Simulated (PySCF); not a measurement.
SMILES [CH3][Ge]([CH3])([CH3])[O][SiH3] (C3H12GeOSi) at its GFN2-xTB optimised geometry (Å):

```
18

Si    -1.4457     1.2922     0.1209
O     -0.2754     0.1923     0.0000
Ge     0.1260    -1.5356     0.0000
C     -0.6746    -2.2778    -1.6626
C      2.1111    -1.5356     0.0000
C     -0.6763    -2.2941     1.6548
H     -2.4941     1.0337    -0.8731
H     -2.0367     1.2442     1.4630
H     -0.7511     2.5520    -0.1314
H     -0.4285    -3.3305    -1.7651
H     -0.2969    -1.7477    -2.5320
H     -1.7559    -2.1763    -1.6420
H      2.4877    -1.0105    -0.8730
H      2.4941    -2.5520    -0.0150
H      2.4887    -1.0364     0.8876
H     -1.7583    -2.1991     1.6304
H     -0.3055    -1.7676     2.5295
H     -0.4239    -3.3458     1.7516
```

Method: PBE0/def2-SVP run with PySCF.

Map of the electron localisation function on the plane z = 0.8 Å:

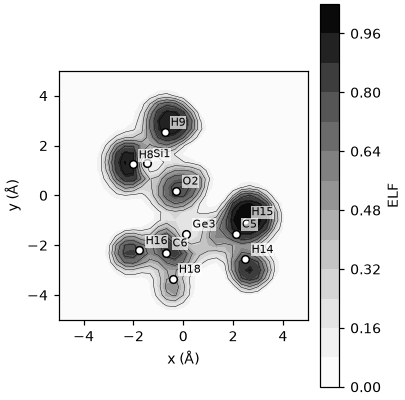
*Electron localisation function on the plane z = 0.8 Å.*
